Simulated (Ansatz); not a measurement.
Cl3H2NSi

Input file:

```
crystal:
  periodic: [false, false, false]
  atoms:
    - {symbol: N, position_ang: [0.063975, 0.907950, 0.637815]}
    - {symbol: Si, position_ang: [-0.036920, -0.422904, -0.387652]}
    - {symbol: Cl, position_ang: [0.347498, -2.230365, 0.482922]}
    - {symbol: Cl, position_ang: [-1.926714, -0.514458, -1.127058]}
    - {symbol: Cl, position_ang: [1.324484, -0.184171, -1.876285]}
    - {symbol: H, position_ang: [0.958160, 1.270223, 0.925615]}
    - {symbol: H, position_ang: [-0.669183, 1.105827, 1.298844]}
basis:
  gaussian: {orbitals: def2-TZVPP}
hamiltonian: {xc: pbe0, dispersion: d4}
output: {orbitals: {seedname: orbitals}}
```

Command:

```sh
ansatz run in.yaml --threads 4 --pin off --events-out ev --progress --plain --max-ram 10444MiB
```

Geometry: PBE0-D4/def2-TZVP.

Computed with Ansatz, RKS PBE0-D4/def2-TZVPP.

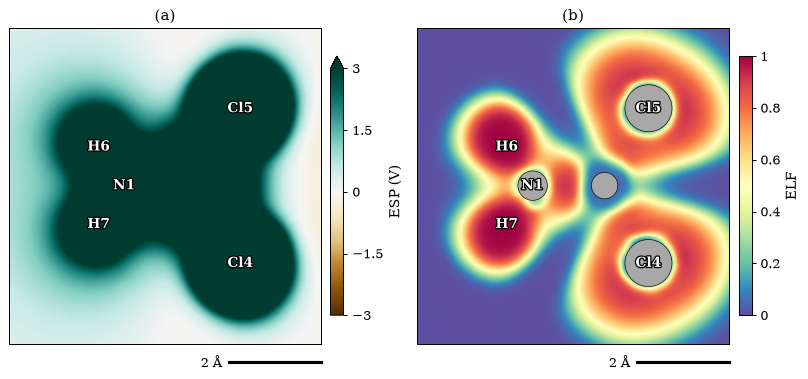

Figure 1. (a) electrostatic potential; (b) ELF on the plane of atoms H6, N1 and H7. Grey discs cover the atomic cores in the ELF map.

What do the fields say about this system?

Answer.
- The section cuts through N, Cl and H sites.
- N–H (1.01 Å): the ELF climbs to about 1 towards the hydrogen, as it does in any bond to H (an ordinary covalent bond to hydrogen).
- The ELF also peaks beside Cl4 and Cl5, away from the bonds: lone-pair regions.
- The potential has no marked negative region in this plane.

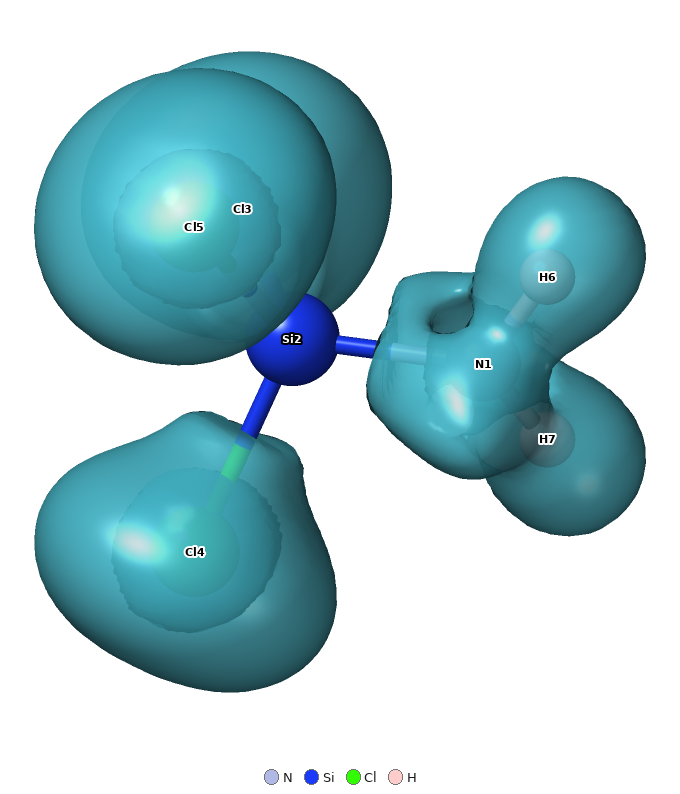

Figure 2. Isosurface of the ELF at 0.75 (cyan), seen at a tilt. Core shells and regions of very low density are left out.

Identify the bonds, lone pairs and shells in this picture.

Answer. The surface consists of three regions on Cl in which the atom's valence shell and bonds are merged and one joined region spread over several atoms (H, N), in which their bonds and any lone pairs are merged. Profiles from the grid: Si–N (1.68 Å): the ELF peaks at about 0.90 between the atoms, as expected for a shared but strongly polarised pair. Si–Cl (2.03 Å): the ELF peaks at about 0.90 between the atoms: a shared but strongly polarised pair.

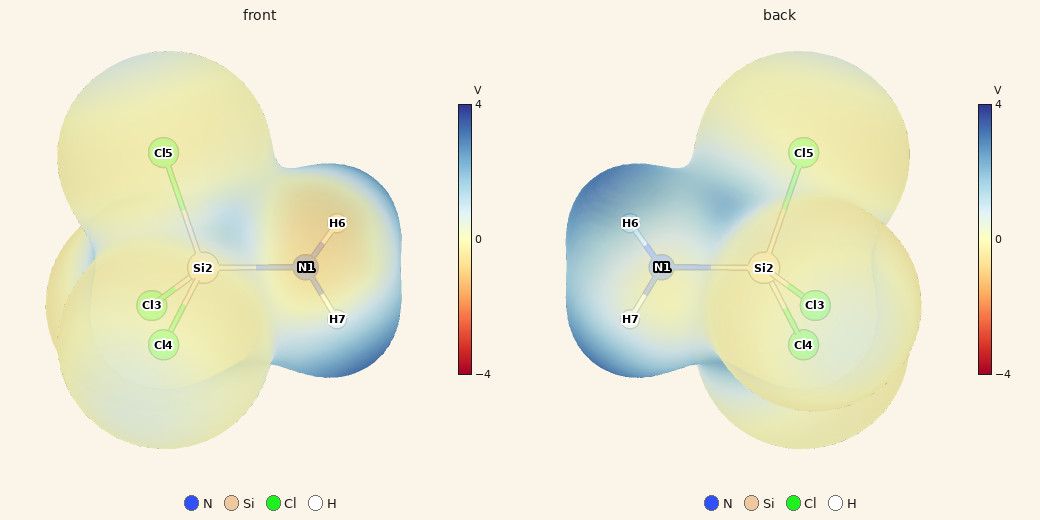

Figure 3. The electrostatic potential painted on the density surface at 0.004 e/bohr³, seen from the front and from behind; the colour scale runs from red (negative) to blue (positive).

Which sites attract a positive test charge, and which a negative one?

Answer. A positive charge is drawn to the negative regions and a negative charge to the positive ones. The most negative region (about −0.8 V) lies over N1, the most positive (about +3.1 V) over H6 and H7. Cl3 shows a σ-hole: about +0.5 V at the tip opposite its bond, against about −0.2 V on its flanks. Cl4 shows a σ-hole: about +0.6 V at the tip opposite its bond, against about −0.1 V on its flanks. Cl5 shows a σ-hole: about +0.6 V at the tip opposite its bond, against about −0.1 V on its flanks.

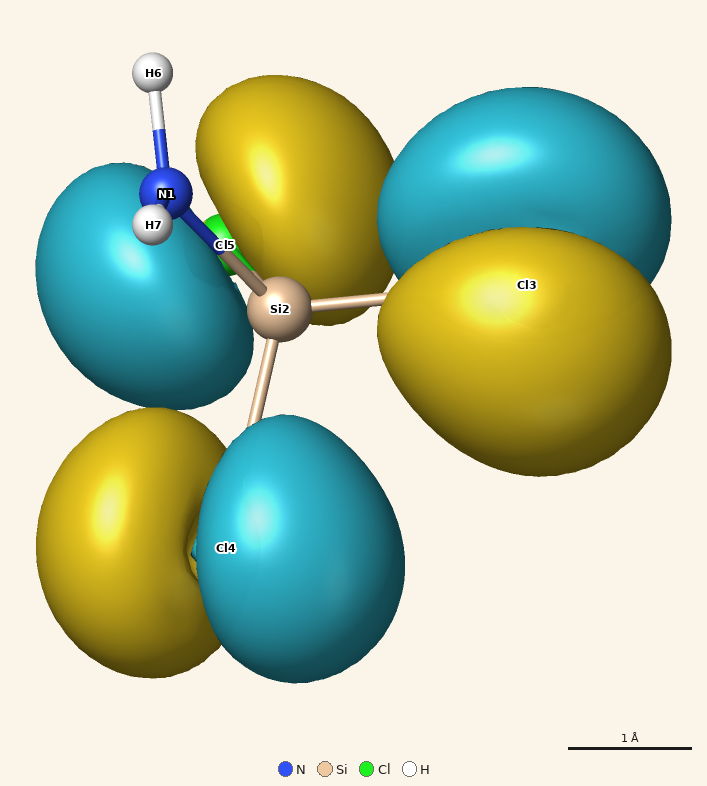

Figure 4. The HOMO−1 at ±0.08 Å⁻³ᐟ² (yellow and cyan are the two phases), seen at an oblique angle.

Describe this orbital and give its energy.

Answer. By Hirshfeld shares it lies mainly on Cl3 (about 45 %), Cl4 (about 25 %) and Cl5 (about 25 %); largely a combination of lone pairs on Cl3, Cl4 and Cl5. Its energy is −9.09 eV.
